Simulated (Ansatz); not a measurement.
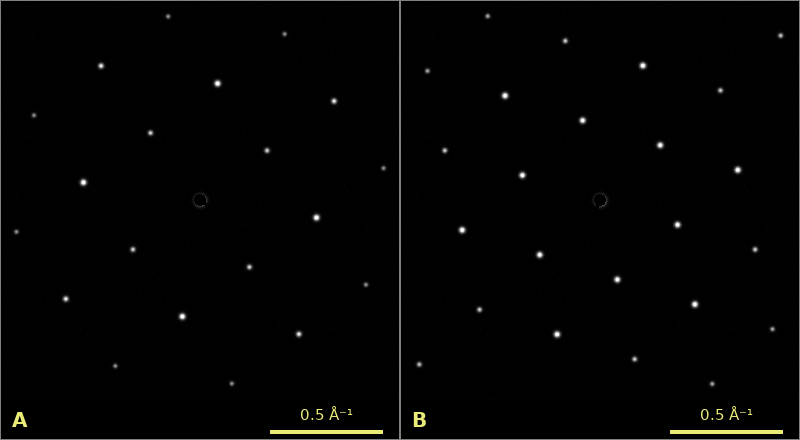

Kinematic electron diffraction patterns (300 kV, B = 0.5 Å², same scale, each along a low-index zone) of two structures of composition WS, each relaxed at zero pressure with DFT PBE, scalar-relativistic, plane waves, PAW in Ansatz.

The structures (standard cells):
1. P6_3/mmc (No. 194), a = 3.151 Å, c = 6.759 Å (hexagonal axes), 4 atoms; generated start, possibly hypothetical
2. F-43m (No. 216), a = 5.334 Å, 8 atoms; generated start, possibly hypothetical

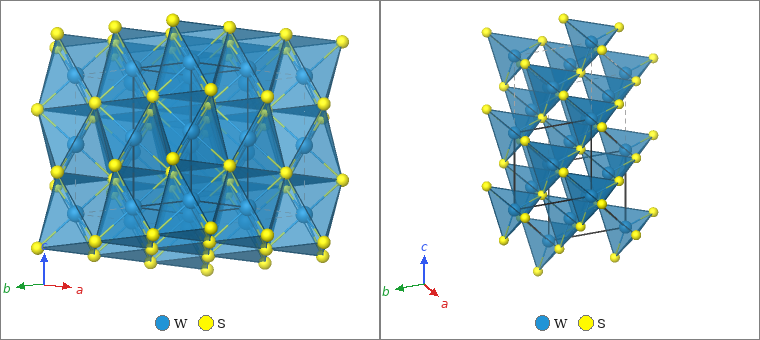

Drawings of the structures 1 to 2, from left to right (each may span several cells).

> Which pattern belongs to which structure, and along which zone?

A is structure 2 along [001] or an equivalent direction: square net of 2 0 0 at d = 2.67 Å and 0 2 0 at d = 2.67 Å, 90.0° apart. B is structure 1 along [001]: hexagonal net of 1 -1 0 at d = 2.73 Å and 1 0 0 at d = 2.73 Å, 60.0° apart.

> Rank the structures by their computed energy.

Structure 1 (P6_3/mmc, 14.53 Å³ an atom) is the lowest of these; structure 2 (F-43m, 18.97 Å³ an atom) lies about 370 meV an atom higher. These are static energies at 0 K; other structures, not shown, may lie lower still.
